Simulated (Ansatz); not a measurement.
# C3H8Si: single-point calculation

C3H8Si, computed with RKS PBE0-D4/def2-SVP (Ansatz 0.2.0).

The geometry comes from this level: r2SCAN-D4/def2-SVP.

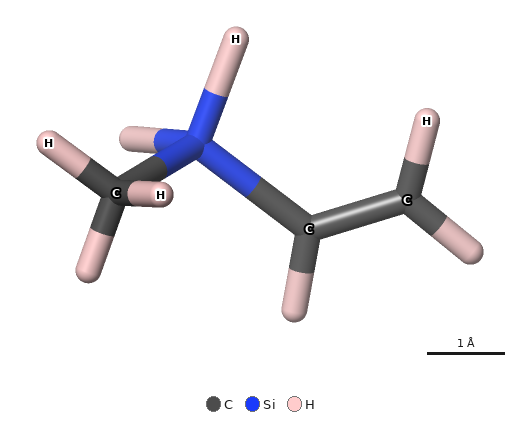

**Figure 1.** The structure as given in the input (stick view, seen at a tilt).

Key numbers:

```tsv
quantity	value
outcome	converged
total energy	−11106.6258 eV
mean-field energy	−11106.4411 eV
dispersion energy	−0.1847 eV
SCF solution under orbital rotations	stable
HOMO	−7.75 eV
LUMO	−0.23 eV
hardware	2 threads of Arm Neoverse V1, 23 GiB of memory available, shared host
wall time	1.4 s (CPU time 2.6 s)
peak memory	0.19 GiB
```

The input:
```yaml
crystal:
  periodic: [false, false, false]
  atoms:
    - {symbol: C, position_ang: [0.045953, 1.908539, -0.409838]}
    - {symbol: C, position_ang: [-0.143848, -1.187137, -0.364415]}
    - {symbol: C, position_ang: [-0.823620, -2.059652, 0.396400]}
    - {symbol: Si, position_ang: [0.750660, 0.316371, 0.303386]}
    - {symbol: H, position_ang: [0.623830, 0.309202, 1.794726]}
    - {symbol: H, position_ang: [2.205173, 0.232150, -0.047481]}
    - {symbol: H, position_ang: [0.593810, 2.787554, -0.034237]}
    - {symbol: H, position_ang: [-1.014847, 2.023829, -0.137006]}
    - {symbol: H, position_ang: [0.116573, 1.912649, -1.509369]}
    - {symbol: H, position_ang: [-0.121704, -1.368760, -1.449815]}
    - {symbol: H, position_ang: [-0.887317, -1.947405, 1.486463]}
    - {symbol: H, position_ang: [-1.344654, -2.927339, -0.028814]}
basis:
  gaussian: {orbitals: def2-SVP, initial_orbitals: start.molden}
hamiltonian: {xc: pbe0, dispersion: d4}
scf: {omitted_lower_state_checks: [starts]}
output: {orbitals: {seedname: orbitals}}
```

Run as:
```bash
ansatz run in.yaml --threads 2 --pin off --events-out ev --progress --plain --max-ram 4352MiB
```

Output:
```
Functional definition: PBE0
  name "PBE0"
  cite "Adamo & Barone, J. Chem. Phys. 110, 6158 (1999) doi:10.1063/1.478522"
  cite "Perdew, Burke & Ernzerhof, Phys. Rev. Lett. 77, 3865 (1996) doi:10.1103/PhysRevLett.77.3865"
  parent pbe
  parameter a = 0.25
  parameter kappa = 0.804
  parameter beta = 0.06672455060314922
  exchange = (1 - a)*pbe_x(kappa = kappa, mu = beta*pi^2/3) + a*exact_x
  correlation = pbe_c(beta = beta)
these checks for a lower state are left out or cut short: starts
1134 factors; their error is unknown
mean field evaluation 1: about -11106.3385 eV, gradient 4.7e0 eV
mean field evaluation 2: about -11106.4048 eV, gradient 5.2e-2 eV
mean field evaluation 4: about -11106.4411 eV, gradient 1.1e-4 eV
mean field -11106.44111538 eV, -408.1541827741 hartree, gradient 9.3e-6 eV, S^2 0.000000; 0 other end points of the search recorded, 0 dependent functions left out
reference -11106.44114420 eV, -408.1541838331 hartree; 20, 20 occupied and 80, 80 virtual orbitals, 1134 factors
Total energy: -11106.62582988 eV, -408.1609709067 hartree
Checks for a lower state left out: starts
```

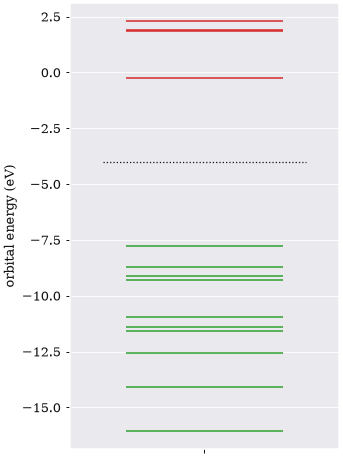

**Figure 2.** Orbital energies near the frontier; the dotted line parts filled from empty levels, and levels within 0.02 eV of each other stand side by side. Highest filled −7.75 eV, lowest empty −0.23 eV, 7.52 eV apart.
